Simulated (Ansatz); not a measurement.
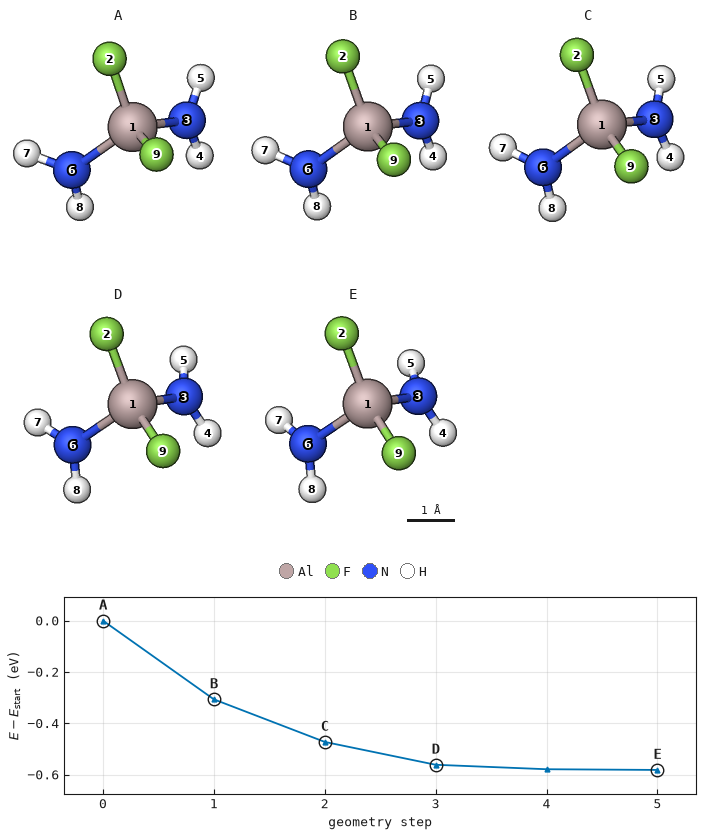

Frames of a relaxation of AlN2H4F2 (multiplicity 2), marked on the history of the run. The picture is a ball-and-stick view, seen from a free direction.

The run prepares an end point of a later path (reaction) calculation, from a guessed geometry.

Theory: UKS B3LYP-D4/def2-SVP in Ansatz 0.2.0. Settings: collinear spin; force threshold 0.03 eV/Å; at most 50 steps.

**What happens along the run?**

H7 moves most after the best rigid fit: 0.63 Å. By element the largest moves are H 0.63 Å, F 0.49 Å, Al 0.14 Å, N 0.12 Å. Among the contacts that change: Al1–F9 1.640 → 1.670 Å, Al1–N3 1.866 → 1.872 Å, N3–H5 1.026 → 1.020 Å, Al1–F2 1.666 → 1.671 Å. Among the angles between lasting bonds that change: F2–Al1–F9 93.3° → 119.6°, N3–Al1–F9 121.6° → 111.4°, N6–Al1–F9 120.6° → 111.4°. After 5 geometry steps the energy has fallen by 0.582 eV. Largest force component: 2 eV/Å at the start, 0.025 eV/Å at the end. The run took 13 s on 4 threads of Arm Neoverse V1 (shared host), peak memory 0.27 GiB. From step 0 to 1: H and F atoms move most (0.12 Å), energy −0.307 eV. From step 1 to 2: F9 moves most (0.20 Å), energy −0.166 eV. From step 2 to 3: H atoms move most (0.20 Å), energy −0.089 eV. From step 3 to 5: H atoms move most (0.19 Å), energy −0.020 eV.

| step | E − E(0), eV | largest force component, eV/Å |
| --- | --- | --- |
| 0 | 0.0000 | 2.0175 |
| 1 | -0.3067 | 0.8682 |
| 2 | -0.4726 | 0.5769 |
| 3 | -0.5616 | 0.2423 |
| 4 | -0.5790 | 0.1376 |
| 5 | -0.5818 | 0.0248 |
